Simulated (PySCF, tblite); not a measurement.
# C₂H₆N₄Si₂: geometry, infrared bands and NMR shifts

What infrared bands and NMR shifts should C₂H₆N₄Si₂ (`N#C[Si](N)(C#N)N[SiH3]`) show?

The runs use tblite 0.8.0 and PySCF 2.14.0, with density-fitted response routines of our own; the level of theory stands in each step. All values are computed, except where a source is named. Atoms count from 0, in the outputs and in this text.

## 1. The molecule as given

14 atoms, charge 0, multiplicity 1; geometry from: force field or distance geometry start.

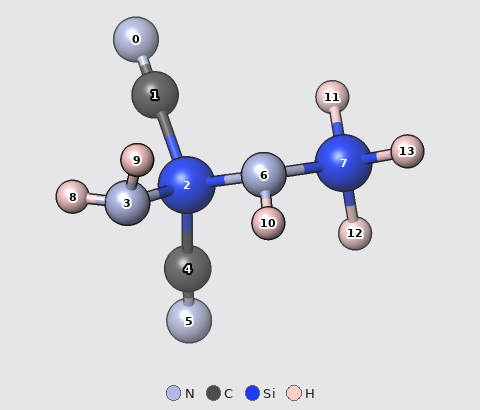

The starting geometry (nitrogen light blue, carbon dark grey, silicon blue, hydrogen pink), atoms numbered.

## 2. Optimising the geometry with GFN2-xTB

Job settings and geometry (Å):

```
{"job": {"kind": "relax", "xc": "GFN2-xTB", "basis": "xTB"}, "charge": 0, "multiplicity": 1}
N     -2.400700     2.072300     0.836100
C     -1.710600     1.281000     0.360800
Si    -0.582600    -0.067400    -0.380600
N     -1.442300    -1.543200    -0.533300
C      0.079300     0.495500    -2.060000
N      0.503200     0.837000    -3.095600
N      0.541600    -0.732000     0.686500
Si     1.761000     0.396600     1.040500
H     -2.352600    -1.372200    -0.927900
H     -1.619000    -1.870000     0.431100
H      0.946700    -1.544600     0.229300
H      1.131700     1.614300     1.580400
H      2.480100     0.669000    -0.205100
H      2.663600    -0.236700     2.015600
```

On the command line:

```console
$ OMP_NUM_THREADS=1 python probes_run.py task.json out
```

This one command runs all jobs of the session in turn.

**Question.** This job is followed by: GFN2-xTB harmonic vibrations, gas phase; GIAO PBE0/pcSseg-1 NMR shielding, non-relativistic, gas phase. What will the session give for the following? strongest single infrared mode (GFN2-xTB); zero-point energy (GFN2-xTB); 13C shifts against TMS (PBE0/pcSseg-1, means over atoms taken as alike); 1H shifts against TMS (PBE0/pcSseg-1, means over atoms taken as alike); 15N shifts against NH3 (PBE0/pcSseg-1, means over atoms taken as alike); 29Si shifts against TMS (PBE0/pcSseg-1).

**Answer**, as computed:

| quantity | value |
| --- | --- |
| strongest single infrared mode (GFN2-xTB) | 803 cm⁻¹, 396 km/mol |
| zero-point energy (GFN2-xTB) | 51.8 kcal/mol |
| 13C shifts against TMS (PBE0/pcSseg-1, means over atoms taken as alike) | 123.9 ppm |
| 1H shifts against TMS (PBE0/pcSseg-1, means over atoms taken as alike) | 4.87, 1.20, 0.42 ppm |
| 15N shifts against NH3 (PBE0/pcSseg-1, means over atoms taken as alike) | 357.5, 27.4, 18.8 ppm |
| 29Si shifts against TMS (PBE0/pcSseg-1) | -56.4, -74.5 ppm |

In words: The optimisation took 88 steps and gained 0.807 eV; among the close pairs (by a distance rule), N6–Si7 changed most, from 1.699 to 1.745 Å. All 36 modes are real, so the xTB geometry is a minimum. The strongest single mode, at 803 cm⁻¹, has its largest shares on H11, H12 and H13 (the list is cut at 3 atoms). Unscaled tight-binding wavenumbers are off by several per cent, some by more. Its intensities can rank the bands wrongly. At PBE0/pcSseg-1: The largest span, 584 ppm, is at N0, N5, where the paramagnetic term is -427 ppm.
